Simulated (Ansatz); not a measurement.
Single-point calculation of CH$_{5}$BInN

CH$_{5}$BInN, computed with RKS PBE0-D4/def2-TZVPP (Ansatz 0.2.0).

The geometry comes from this level: PBE0-D4/def2-TZVP.

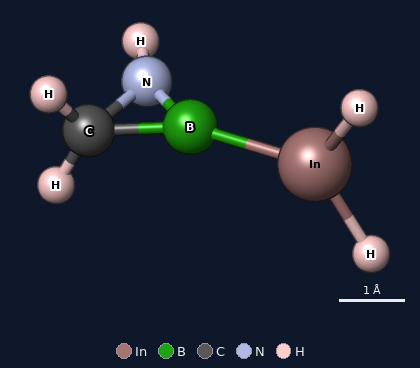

Fig. 1: The structure as given in the input (ball-and-stick view, seen at a tilt). Sticks mark near contacts. Bond lengths as drawn: B–C 1.59 Å, B–In 2.21 Å, B–N 1.35 Å, C–H 1.09 Å, C–N 1.45 Å, H–In 1.73 Å and H–N 1.00 Å.

Results in brief

```json
{"quantity": "outcome", "value": "converged"}
{"quantity": "total energy", "value": "−8454.3982 eV"}
{"quantity": "mean-field energy", "value": "−8454.2650 eV"}
{"quantity": "dispersion energy", "value": "−0.1332 eV"}
{"quantity": "SCF solution under orbital rotations", "value": "stable"}
{"quantity": "HOMO", "value": "−7.12 eV"}
{"quantity": "LUMO", "value": "−1.74 eV"}
{"quantity": "hardware", "value": "2 threads of Arm Neoverse V2, 23 GiB of memory available, shared host"}
{"quantity": "wall time", "value": "3.1 s (CPU time 5.9 s)"}
{"quantity": "peak memory", "value": "0.43 GiB"}
```

Input
```yaml
crystal:
  periodic: [false, false, false]
  atoms:
    - {symbol: In, position_ang: [-0.987263, 1.616834, -1.024402]}
    - {symbol: B, position_ang: [-0.053286, -0.049431, 0.096705]}
    - {symbol: C, position_ang: [1.114772, -1.092277, 0.349677]}
    - {symbol: N, position_ang: [-0.108296, -0.933172, 1.111969]}
    - {symbol: H, position_ang: [-2.016527, 1.340252, -2.386480]}
    - {symbol: H, position_ang: [-0.679783, 3.272499, -0.630355]}
    - {symbol: H, position_ang: [1.205515, -1.989646, -0.261014]}
    - {symbol: H, position_ang: [2.042785, -0.787603, 0.831758]}
    - {symbol: H, position_ang: [-0.517897, -1.377456, 1.912142]}
basis:
  gaussian: {orbitals: def2-TZVPP}
hamiltonian: {xc: pbe0, dispersion: d4}
output: {orbitals: {seedname: orbitals}}
```

Command:
```bash
ansatz run in.yaml --threads 2 --pin off --events-out ev --progress --plain --max-ram 4352MiB
```

The program's output
```
Functional definition: PBE0
  name "PBE0"
  cite "Adamo & Barone, J. Chem. Phys. 110, 6158 (1999) doi:10.1063/1.478522"
  cite "Perdew, Burke & Ernzerhof, Phys. Rev. Lett. 77, 3865 (1996) doi:10.1103/PhysRevLett.77.3865"
  parent pbe
  parameter a = 0.25
  parameter kappa = 0.804
  parameter beta = 0.06672455060314922
  exchange = (1 - a)*pbe_x(kappa = kappa, mu = beta*pi^2/3) + a*exact_x
  correlation = pbe_c(beta = beta)
1280 factors; their error is unknown
mean field evaluation 1: about -8445.7352 eV, gradient 6.2e1 eV
mean field evaluation 2: about -8422.7647 eV, gradient 1.1e2 eV
mean field evaluation 4: about -8454.1472 eV, gradient 5.6e0 eV
mean field evaluation 8: about -8454.2647 eV, gradient 4.4e-1 eV
mean field evaluation 16: about -8454.2650 eV, gradient 6.6e-5 eV
mean field -8454.26495068 eV, -310.6885064310 hartree, gradient 6.6e-5 eV, S^2 0.000000; 0 other end points of the search recorded, 0 dependent functions left out
reference -8454.26499588 eV, -310.6885080919 hartree; 22, 22 occupied and 191, 191 virtual orbitals, 1280 factors
Total energy: -8454.39819175 eV, -310.6934029499 hartree
```

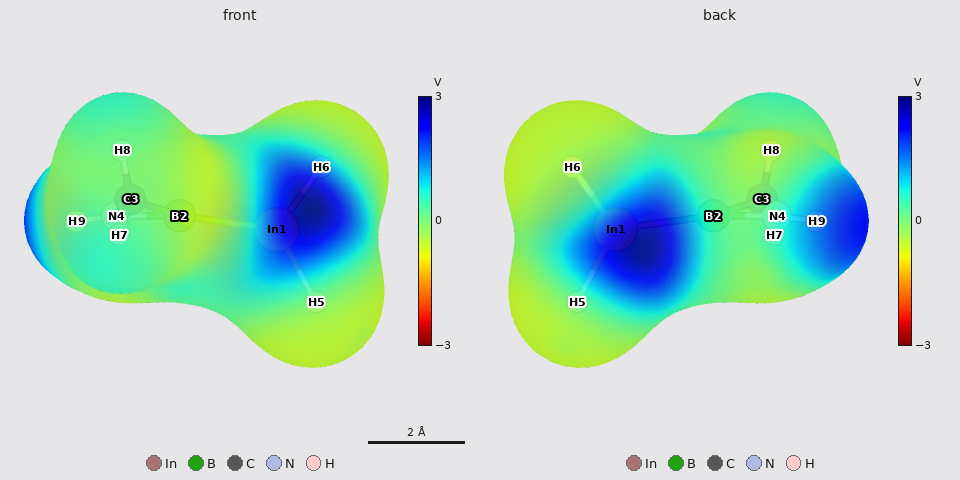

Fig. 2: The molecular electrostatic potential painted on the density surface at 0.002 e/bohr³, seen at a tilt and from behind; red is negative and blue positive.

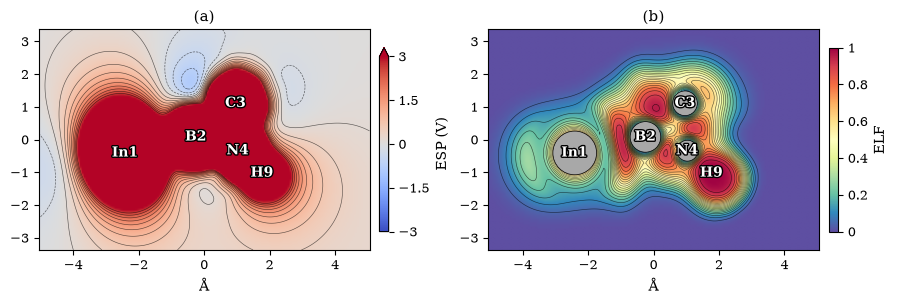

Fig. 3: (a) electrostatic potential; (b) ELF on the plane of atoms B2, C3 and N4. Grey discs, where drawn, cover atomic cores. Atoms in the plane: In, B, C, N and H. C–N (1.45 Å): the ELF peaks at about 0.85 between the atoms, as expected for localised, shared-pair bonding. C–B (1.59 Å): the ELF peaks at about 0.80 between the atoms (localised, shared-pair bonding). In–B (2.21 Å): the ELF peaks at about 0.95 in the valence shell of B, 0.7 Å from its nucleus, and drops to about 0.20 between the two atoms. N–H (1.00 Å): the ELF climbs to about 1 towards the hydrogen, as it does in any bond to H; a covalent bond by its length.

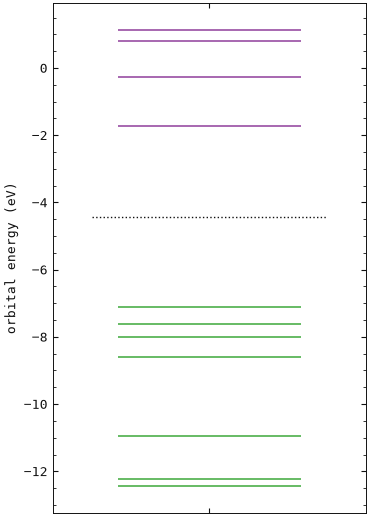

Fig. 4: Orbital energies near the frontier; the dotted line parts filled from empty levels, and levels within 0.02 eV of each other stand side by side. Highest filled −7.12 eV, lowest empty −1.74 eV, 5.38 eV apart.
